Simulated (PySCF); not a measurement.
## A study: C₂F₆, SMILES `FC(F)(F)C(F)(F)F`

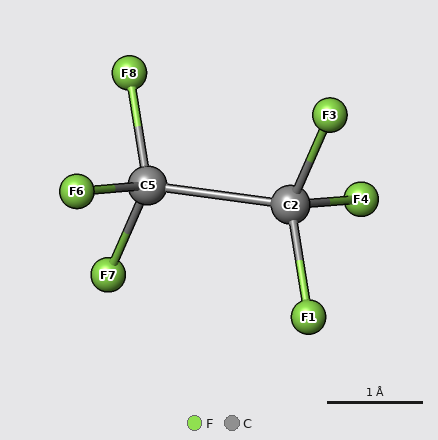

The molecule, with its atoms numbered as below. No frequency check shows the geometry to be a minimum.

Cartesian coordinates (Å):

```
F1       1.2442   -0.7466    0.9948
C2       0.7794    0.0001   -0.0000
F3       1.2438    1.2351    0.1491
F4       1.2442   -0.4883   -1.1438
C5      -0.7793   -0.0001   -0.0001
F6      -1.2441    0.4835    1.1459
F7      -1.2441   -1.2342   -0.1541
F8      -1.2440    0.7505   -0.9917
```

Part 1: Bonding charge

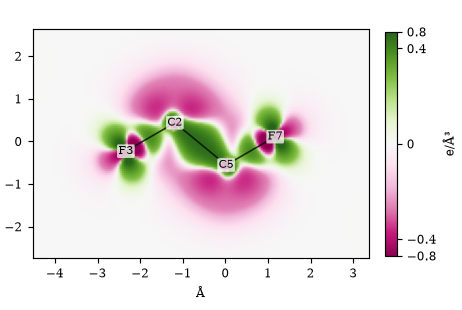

Deformation density (molecule less spherical, spin-averaged free atoms) in the plane of C2, F3, C5 and F7; colour scale in e/Å³, logarithmic beyond ±0.1; green: gain, pink: loss.

Level of theory: B3LYP/def2-SVPD (PySCF), at a geometry from GFN2-xTB.

**How much density has each bond in this plane gained at its critical point, relative to the free atoms?**

C2–C5: +0.68 e/Å³ at the bond critical point (bond length 1.56 Å). C5–F7 and C2–F3: +0.17 e/Å³ at the bond critical point (bond length 1.33 Å). In all, 1.8 electrons gather in the regions of gain relative to the promolecule.

Part 2: Local ionisation energy

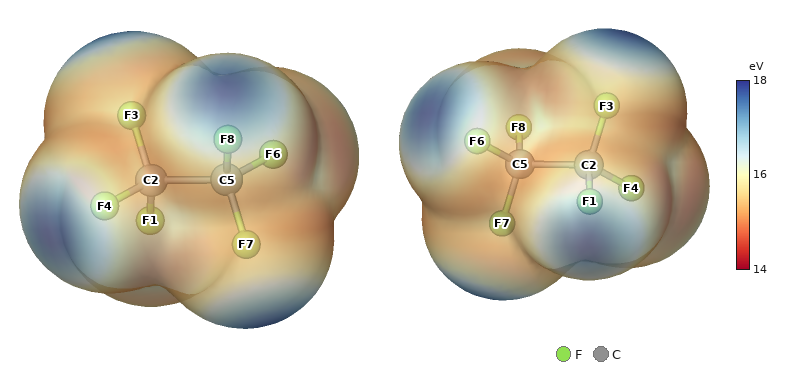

Average local ionisation energy on the surface of electron density 0.001 a.u. (back view left, front view right).

**Where are the most loosely bound electrons on this surface?**

The lowest value is 15.0 eV, 1.7 Å from F3, and at like points elsewhere. For comparison, the highest occupied orbital lies at −11.5 eV.

**What volume does the surface enclose, and what is the dipole moment?**

About 95 Å³; the dipole moment is 0.0 D.

Part 3: In an electric field

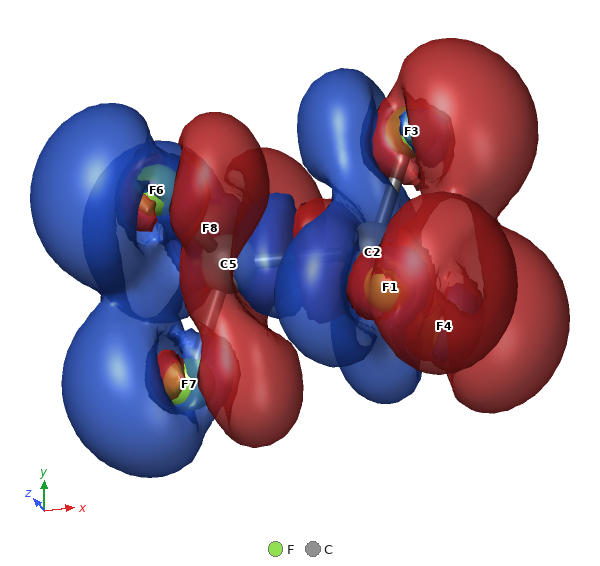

Change of the electron density in a uniform field of 0.21 V/Å, surfaces at ±0.0008 e/Å³ (blue: gain, red: loss).

Method: B3LYP/def2-SVPD; geometry: GFN2-xTB; program: PySCF.

**Along which Cartesian direction does the field point?**

Along +x: electrons gather on the −x side, against the field.

**How large is the response?**

The induced dipole is 0.33 D (along the field); α along this axis, from the fields in both directions, is 33 bohr³ (4.8 Å³).

**Which atoms gain and lose the most charge?**

Electrons gather most on F6, F7 and F8 alike (Hirshfeld charge changes by −0.004 e) and leave F1, F3 and F4 alike most (+0.004 e); 0.037 electrons are displaced in all.

Part 4: Removing or adding an electron

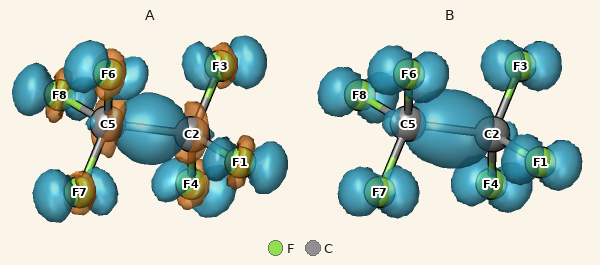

The Fukui function f⁻ from two separate SCF calculations and the density of the HOMO, at ±0.05 e/Å³ (light blue positive, orange negative).

**Which panel is which, and how good is the frozen-orbital picture?**

A is f⁻ (it has negative regions), B the HOMO density. The HOMO lies on C2 and C5 (15 % each) and F1, F3, F4, F6, F7 and F8 (12 % each); f⁻ (Hirshfeld-condensed) is largest on F1, F3, F4, F6, F7 and F8 (0.14 each) and C2 and C5 (0.08 each); the vertical ionisation energy is 14.13 eV (the stability of the cation's solution wasn't checked). Relaxation shifts 13 % of the electron between atoms. The orbital energy is −11.46 eV.
